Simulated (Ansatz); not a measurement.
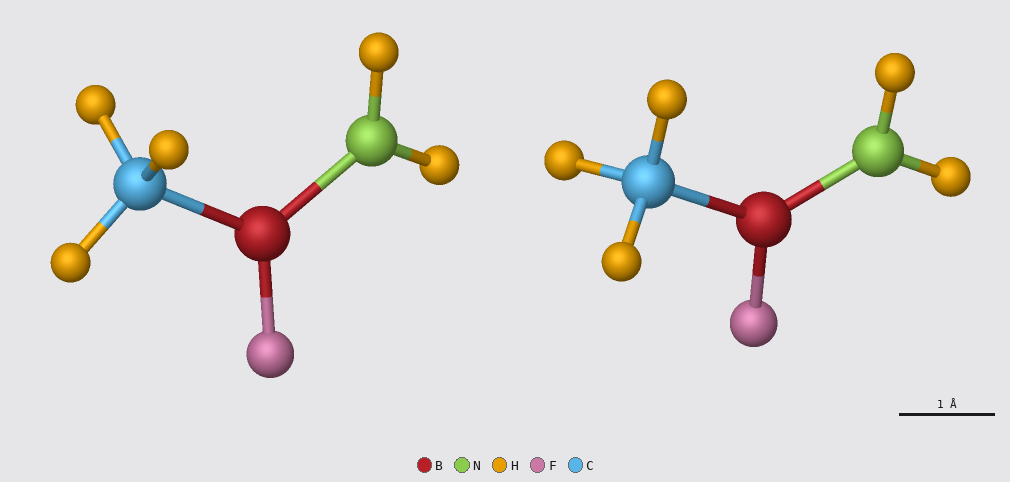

Two geometries of CH₅BFN, drawn at one scale. One is the start of a relaxation, the other its converged end. A ball-and-stick model, seen at a tilt.

Theory: RKS B3LYP/6-31G* in Ansatz. (no spin polarisation; force threshold 0.02 eV/Å; at most 40 steps)

Which geometry has the lower energy?

Answer. The right one is the relaxed one. The run prepares the start of a later molecular dynamics calculation, from a guessed geometry. The energy falls by 0.604 eV in 14 accepted moves (18 points after the start). Largest force component: 3.6 eV/Å at the start, 0.0047 eV/Å at the end. The line search rejected the trial steps at points 3, 6, 9, 13 of the run. The largest move after the best rigid fit is that of an H atom, 0.72 Å. By element the largest moves are H 0.72 Å, F 0.70 Å, B 0.21 Å, N 0.18 Å, C 0.04 Å. Some distances before and after: B–N 1.550 → 1.404 Å, H–N 1.060 → 1.011 Å, B–F 1.320 → 1.352 Å, B–C 1.600 → 1.577 Å. Bond angles that change, for instance: H–N–H 120.0° → 114.3°, B–C–H 109.5° → 113.7°, N–B–C 120.0° → 123.8°. Groups turn about B–C by about 60°.
